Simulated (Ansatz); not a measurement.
```xyz
12

C     1.3728   -1.1890    0.5828
C     0.2012   -0.5533    0.5810
O    -0.9817   -1.1292    0.9286
Si    0.0288    1.2450    0.0660
P    -1.2979    1.5465   -1.7286
H     1.4652   -2.2344    0.8703
H     2.2777   -0.6714    0.2957
H    -0.8322   -2.0500    1.1737
H    -0.5560    2.0317    1.1836
H     1.3898    1.7502   -0.2464
H    -0.6796    0.5007   -2.4658
H    -2.3113    0.6982   -1.2069
```

Geometry: PBE0-D4/def2-TZVP.

Method: RKS PBE0-D4/def2-TZVPP in Ansatz 0.2.0.

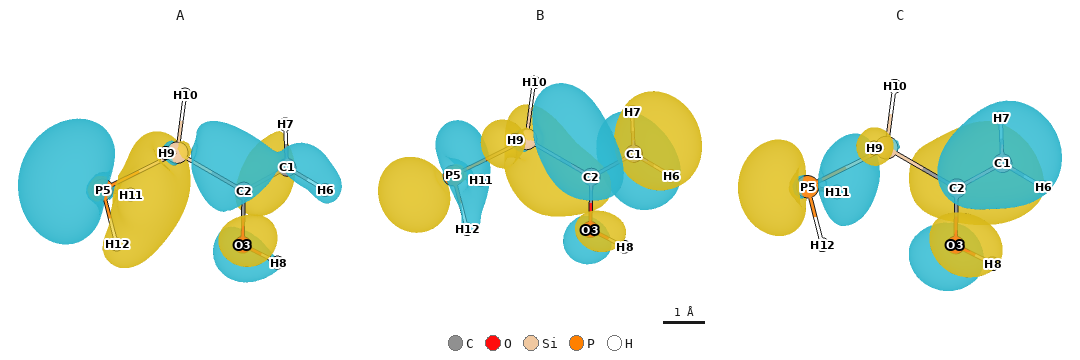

C₂H₇OPSi. Three frontier orbitals at ±0.08 Å⁻³ᐟ² (yellow and cyan are the two phases), in no order.

Order the three orbitals by energy and name them.

Answer. A is the HOMO−1 (−7.62 eV). It lies mainly on P5 (about 60 %), Si4 (about 10 %), C2 (about 10 %) and O3 (about 5 %). C is the HOMO (−6.96 eV). It lies mainly on C1 (about 35 %), C2 (about 20 %), O3 (about 15 %) and P5 (about 15 %). B is the LUMO (−0.23 eV). By Hirshfeld shares it lies mainly on C1 (about 25 %), C2 (about 25 %), Si4 (about 20 %) and P5 (about 15 %).

What is the HOMO–LUMO gap?

Answer. 6.73 eV between the orbital energies.
